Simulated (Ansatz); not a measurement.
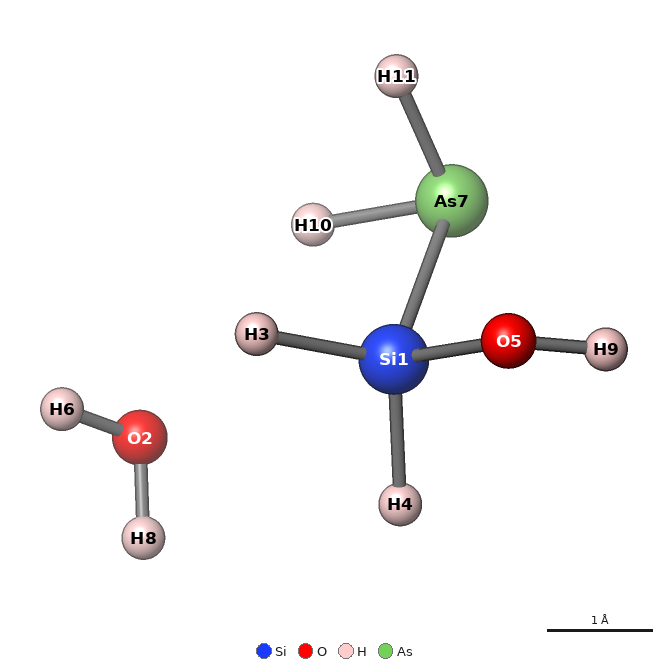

Orthographic view. Distant atoms are faded towards the background colour. Computed geometry: PBE0-D4/def2-TZVP optimisation.

List the bonded neighbours of every atom.

Si1: H3, H4, O5, As7
O2: H6, H8
H3: Si1
H4: Si1
O5: Si1, H9
H6: O2
As7: Si1, H10, H11
H8: O2
H9: O5
H10: As7
H11: As7
